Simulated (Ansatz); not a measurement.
# OH− (SMILES [OH-]) at PBE-QIDH/aug-cc-pVTZ

Aim: the vertical ionisation energy of OH− at PBE-QIDH/aug-cc-pVTZ, from 2 runs. 

The calculation is run with Ansatz 0.2.0.

## Step 1: Starting point

The species is OH− (2 atoms), meant as a singlet with charge -1. SMILES: `[OH-]`. The coordinates come from a PBE0-D4/def2-TZVPD relaxation.

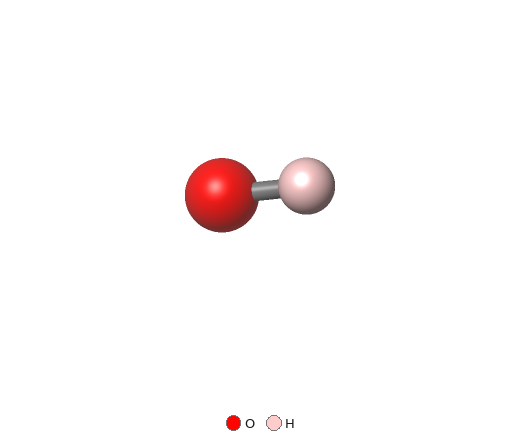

Viewed from a chosen angle; oxygen red, hydrogen pink.

## Step 2: The energy at PBE-QIDH/aug-cc-pVTZ

Input file job.yaml:

```yaml
crystal:
  periodic: [false, false, false]
  atoms:
    - {symbol: O, position_ang: [0.411800, -0.131800, 0.212500]}
    - {symbol: H, position_ang: [-0.411800, 0.131800, -0.212500]}
basis:
  gaussian:
    orbitals: aug-cc-pVTZ
output: {orbitals: {seedname: orbitals}}
total_charge: -1
accuracy: high
hamiltonian:
  xc: {name: PBE-QIDH}
correlation:
  frozen_orbitals: {H: 0, O: 1}
```

On the command line:

```sh
$ ansatz run job.yaml --threads 1 --pin off --max-ram 3480MiB --events-out events.jsonl --progress --plain --runs-dir runs
```

Standard output:

```text
Warning: RAYON_NUM_THREADS=1 ignored (pool sized by the plan → 1); use --threads N
Functional definition: PBE-QIDH
  name "PBE-QIDH"
  parameter a = 3^(-1/3)
  parameter c = 1/3
  exchange = (1 - a)*pbe_x + a*exact_x
  correlation = (1 - c)*pbe_c + c*(mp2_os + mp2_ss)
898 factors; integrals over basis functions are off by at most 3.4e-9 eV
mean field evaluation 1: about -2056.6875 eV, gradient 2.6e1 eV
mean field evaluation 2: about -2056.6874 eV, gradient 2.6e1 eV
mean field evaluation 4: about -2057.9430 eV, gradient 1.5e0 eV
mean field evaluation 8: about -2057.9480 eV, gradient 1.2e-2 eV
mean field evaluation 16: about -2057.9480 eV, gradient 1.3e-6 eV
mean field -2057.94797043 eV, -75.6281929862 hartree, gradient 5.8e-9 eV, S^2 0.000000; 0 other end points of the search recorded, 0 dependent functions left out
1 core orbitals not correlated: weight in the atoms' cores, before any rotation towards them, 1.000 or more for the frozen orbitals, at most 0.000 for the correlated occupied ones
reference -2057.94797116 eV, -75.6281930129 hartree; 4, 4 occupied and 64, 64 virtual orbitals, 898 factors
second order -8.86779312 eV of doubles, -0.00000000 eV of singles
Total energy: -2060.90390220 eV, -75.7368214750 hartree
```

It took 1.6 s on 1 thread of Arm Neoverse V1, shared host; peak memory 0.11 GiB.

## Step 3: Doublet neutral OH, same level

Input file molecule.yaml:

```yaml
crystal:
  periodic: [false, false, false]
  atoms:
    - symbol: O
      position_ang: [0.411800, -0.131800, 0.212500]
    - symbol: H
      position_ang: [-0.411800, 0.131800, -0.212500]
basis:
  gaussian:
    orbitals: aug-cc-pVTZ
magnetization:
  spin_polarized: true
  initial_magnetization: 1
hamiltonian:
  xc: {name: PBE-QIDH}
correlation:
  frozen_orbitals: {H: 0, O: 1}
accuracy: high
output:
  orbitals: {seedname: orbitals}
```

On the command line:

```sh
$ ansatz run molecule.yaml --threads 1 --pin off --max-ram 3480MiB --events-out events.jsonl --progress --plain --runs-dir runs
```

Standard output, cut to the lines that bear on the results:

```text
Warning: RAYON_NUM_THREADS=1 ignored (pool sized by the plan → 1); use --threads N
[... 2 set-up lines as earlier in the session ...]
[...]
898 factors; integrals over basis functions are off by at most 3.4e-9 eV
[...]
mean field -2057.21662747 eV, -75.6013166279 hartree, gradient 3.1e-8 eV, S^2 0.754640; 0 other end points of the search recorded, 0 dependent functions left out
1 core orbitals not correlated: weight in the atoms' cores, before any rotation towards them, 1.000 or more for the frozen orbitals, at most 0.000 for the correlated occupied ones
reference -2057.21662852 eV, -75.6013166664 hartree; 4, 3 occupied and 64, 65 virtual orbitals, 898 factors
second order -6.15129632 eV of doubles, -0.00000000 eV of singles
Total energy: -2059.26706062 eV, -75.6766686565 hartree
```

Run time: 2.4 s. Hardware: 1 thread of Arm Neoverse V1, shared host; peak memory 0.13 GiB.

## Step 4: Outcome

Level: PBE-QIDH/aug-cc-pVTZ, 1 core orbital frozen.

| quantity | value |
| --- | --- |
| singlet OH−: total energy | -75.73682 Eh |
| singlet OH−: HOMO energy (SCF part's orbitals) | -1.55 eV |
| singlet OH−: LUMO energy (SCF part's orbitals) | 4.56 eV |
| singlet OH−: HOMO–LUMO gap (to an unbound level, set by the basis) | 6.11 eV |
| doublet neutral OH: total energy | -75.67667 Eh |
| doublet neutral OH: HOMO energy (SCF part's orbitals) (highest over α and β) | -12.30 eV |
| doublet neutral OH: LUMO energy (SCF part's orbitals) (lowest over α and β) | -0.61 eV |
| doublet neutral OH: ⟨S²⟩ | 0.755 |
| vertical detachment energy (to the doublet neutral) | 1.637 eV |

The vertical ionisation energy comes to 1.64 eV (38 kcal/mol). The negative HOMO energy of the first species, 1.55 eV, lies 0.09 eV below that difference.
